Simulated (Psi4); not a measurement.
# USVWN5/6-31G(d) (spherical functions) run of SiNHF3 (SMILES [NH][Si](F)(F)F)

Aim: the energy change on altering one bond length of SiNHF3 at USVWN5/6-31G* (spherical functions), from 2 runs. 

Program for the calculation: Psi4 1.11.

4 further runs of the same task are left out: 3 that didn't finish, 1 set aside as unsound or not needed.

### 1 The molecule

SiNHF3: 6 atoms, total charge 0, spin state doublet. SMILES: `[NH][Si](F)(F)F`. The shape is that of a PBE0-D4/def2-TZVP optimisation.

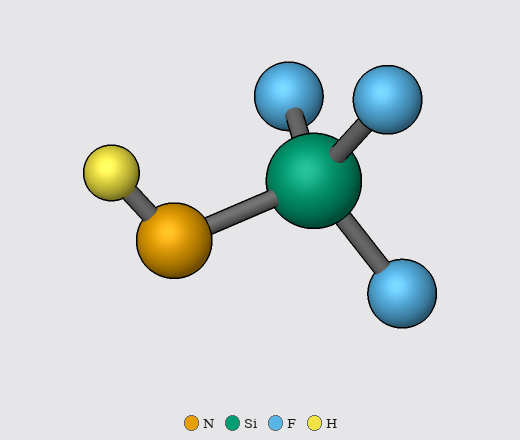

The structure, seen from a chosen angle (nitrogen amber, silicon teal, fluorine blue, hydrogen yellow).

### 2 The energy at USVWN5/6-31G(d) (spherical functions)

Input file job.py:

```python
import psi4

psi4.set_memory(2200000000)
psi4.set_num_threads(1)
psi4.core.set_output_file('f3hnsi.out', False)

mol = psi4.geometry("""
0 2
N     -0.974500     0.604600     0.713900
Si     0.193600    -0.089600    -0.346100
F     -0.087100     0.387600    -1.812600
F      0.123100    -1.661400    -0.330200
F      1.652300     0.359600     0.035600
H     -0.865300     0.335400     1.693200
units angstrom
symmetry c1
""")

psi4.set_options({
    'basis': '6-31G*',
    'reference': 'uks',
    'puream': True,
    'e_convergence': 1e-09,
    'd_convergence': 1e-08,
    'scf_type': 'pk',
    'dft_radial_points': 99,
    'dft_spherical_points': 590,
    'maxiter': 100,
})

e, wfn = psi4.energy('scf', dft_functional={"name": "SVWN5", "x_functionals": {"LDA_X": {}}, "c_functionals": {"LDA_C_VWN": {}}}, return_wfn=True)
print(f'total energy {e:.8f} hartree = {e * 27.211386:.5f} eV')
```

Launch:

```bash
$ python job.py
```

f3hnsi.out:

```text
[...]
  Running in c1 symmetry.
[...]
  Nuclear repulsion =  256.064953319374581
[...]
  Multiplicity = 2
[...]
  Nalpha       = 25
  Nbeta        = 24
[...]
    Number of basis functions: 76
[...]
   @UKS iter   1:  -640.77887668888820   -2.74075e-01   9.33719e-03 ADIIS/DIIS
[...]
   @UKS iter  13:  -640.97551068878352   -4.54747e-13   3.01907e-09 DIIS
[...]
   @S^2 Observed:                7.520716784E-01
[...]
    Orbital Energies [Eh]
    ---------------------
    Alpha Occupied:
       1A    -65.222622     2A    -24.117700     3A    -24.117586
       4A    -24.110848     5A    -13.920904     6A     -5.121181
       7A     -3.563971     8A     -3.563705     9A     -3.561045
      10A     -1.122559    11A     -1.095087    12A     -1.090707
      13A     -0.794569    14A     -0.533089    15A     -0.468711
      16A     -0.464961    17A     -0.454553    18A     -0.408096
      19A     -0.406205    20A     -0.402476    21A     -0.390022
      22A     -0.377437    23A     -0.365620    24A     -0.304139
      25A     -0.290170
    Alpha Virtual:
[...]
  @UKS Final Energy:  -640.97551068878352
   => Energetics <=
    Nuclear Repulsion Energy =            256.0649533193745810
    One-Electron Energy =               -1403.7130776681462976
    Two-Electron Energy =                 562.8699951428584427
    DFT Exchange-Correlation Energy =     -56.1973814828702913
    Empirical Dispersion Energy =           0.0000000000000000
    VV10 Nonlocal Energy =                  0.0000000000000000
    Total Energy =                       -640.9755106887835154
[...]
 Multipole Moments:
 ------------------------------------------------------------------------------------
     Multipole            Electronic (a.u.)      Nuclear  (a.u.)        Total (a.u.)
 ------------------------------------------------------------------------------------
 L = 1.  Multiply by 2.5417464519 to convert [e a0] to [Debye]
 Dipole X            :          1.9809141           -1.9662838            0.0146303
 Dipole Y            :         -1.1119002            0.9656641           -0.1462362
 Dipole Z            :         -2.1392220            2.8531713            0.7139492
 Magnitude           :                                                    0.7289188
[...]
```

On the terminal:

```text
total energy -640.97551069 hartree = -17441.83204 eV
```

It took 16 s on 1 thread of Intel Xeon Platinum 8259CL at 2.50GHz (Skylake/Cascade Lake), shared host; peak memory 0.44 GiB.

### 3 The distorted shape, same level

Input file job.in:

```
memory 2200 mb

molecule {
  0 2
  N     -1.41719633     0.42113303     3.56602280
  Si     0.79019276    -0.89071485     1.56291311
  F     -0.16459515     0.73245785    -3.42531757
  F      0.65696707    -3.86098637     1.59295975
  F      3.54673626    -0.04184987     2.28422157
  H     -1.21083823    -0.08758125     5.41663160
  units au
  symmetry c1
}

set globals {
  basis                6-31G*
  reference            uks
  puream               true
  e_convergence        1e-09
  d_convergence        1e-08
  scf_type             pk
  dft_radial_points    99
  dft_spherical_points 590
  maxiter              100
}

energy("scf", dft_functional={"name": "SVWN5", "x_functionals": {"LDA_X": {}}, "c_functionals": {"LDA_C_VWN": {}}})
```

Launch:

```bash
$ psi4 -n 1 job.in job.out
```

job.out:

```text
[...]
  Running in c1 symmetry.
[...]
  Nuclear repulsion =  223.153999957650740
[...]
  Multiplicity = 2
[...]
  Nalpha       = 25
  Nbeta        = 24
[...]
    Number of basis functions: 76
[...]
   @UKS iter   1:  -640.16572360025964   -5.13823e-02   1.37145e-02 ADIIS/DIIS
[...]
   @UKS iter  28:  -640.77505219788736   -3.06954e-12   7.17028e-09 DIIS
[...]
   @S^2 Observed:                7.556549949E-01
[...]
    Orbital Energies [Eh]
    ---------------------
    Alpha Occupied:
       1A    -65.282984     2A    -24.162446     3A    -24.162325
       4A    -24.031958     5A    -13.926069     6A     -5.178274
       7A     -3.621889     8A     -3.620440     9A     -3.617515
      10A     -1.155195    11A     -1.135759    12A     -0.945273
      13A     -0.800913    14A     -0.559402    15A     -0.498722
      16A     -0.481852    17A     -0.460740    18A     -0.437986
      19A     -0.431363    20A     -0.420272    21A     -0.304050
      22A     -0.302759    23A     -0.297678    24A     -0.277358
      25A     -0.259183
    Alpha Virtual:
[...]
  @UKS Final Energy:  -640.77505219788736
   => Energetics <=
    Nuclear Repulsion Energy =            223.1539999576507398
    One-Electron Energy =               -1337.4605729810004959
    Two-Electron Energy =                 529.5080572641020353
    DFT Exchange-Correlation Energy =     -55.9765364386396271
    Empirical Dispersion Energy =           0.0000000000000000
    VV10 Nonlocal Energy =                  0.0000000000000000
    Total Energy =                       -640.7750521978873621
[...]
 Multipole Moments:
 ------------------------------------------------------------------------------------
     Multipole            Electronic (a.u.)      Nuclear  (a.u.)        Total (a.u.)
 ------------------------------------------------------------------------------------
 L = 1.  Multiply by 2.5417464519 to convert [e a0] to [Debye]
 Dipole X            :          2.2262198           -1.8343996            0.3918203
 Dipole Y            :         -1.3223413            0.7414565           -0.5808848
 Dipole Z            :         -1.9983900            3.5421921            1.5438021
 Magnitude           :                                                    1.6953687
[...]
```

Run time: 28 s. Hardware: 1 thread of Intel Xeon Platinum 8259CL at 2.50GHz (Skylake/Cascade Lake), shared host; peak memory 0.43 GiB.

### 4 Outcome

Level: USVWN5/6-31G* (spherical functions).

```
                                                          quantity          value
                                         first shape: total energy  -640.97551 Eh
                                        first shape: dipole moment         1.85 D
                   first shape: HOMO energy (highest over α and β)       -7.25 eV
                    first shape: LUMO energy (lowest over α and β)       -6.30 eV
                                                 first shape: ⟨S²⟩          0.752
                                     distorted shape: total energy  -640.77505 Eh
                                    distorted shape: dipole moment         4.31 D
               distorted shape: HOMO energy (highest over α and β)       -6.81 eV
                distorted shape: LUMO energy (lowest over α and β)       -6.75 eV
                                             distorted shape: ⟨S²⟩          0.756
energy change with the Si2–F3 bond stretched from 1.568 to 2.821 Å       5.455 eV
```

**Reading.** With the Si2–F3 bond stretched from 1.568 to 2.821 Å the energy rises by 5.45 eV (526 kJ/mol). The first shape isn't relaxed at this level, so the change isn't measured from a minimum.
